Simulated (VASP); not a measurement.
Energy against volume of TiN (rock salt). Calculation: revTPSS meta-GGA, VASP's PBE PAW potentials (set 64) (plane waves; VASP 6.6.1).

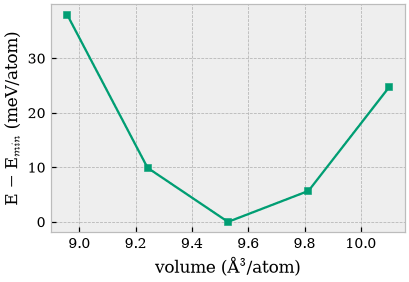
*Energy against volume*

Problem. Estimate the equilibrium volume and the bulk modulus.

Solution. The minimum lies near 9.6 Å³/atom, and the curvature gives B0 of about 290 GPa.

Measured: bulk modulus 288 GPa (computed value off by -0.6 %), as given by V. Krasnenko et al., Solid State Sciences (2013), arXiv:1306.3139; a 4.239 Å (computed value off by +0.1 %), as given by Guo-Xu Zhang et al., New Journal of Physics (2018), doi:10.1088/1367-2630/aac7f0. The calculation is for a static lattice, while the measured bulk modulus, a hold thermal and zero-point effects, which are part of the difference.

The compound is TiN in the rock salt structure. It was relaxed first.
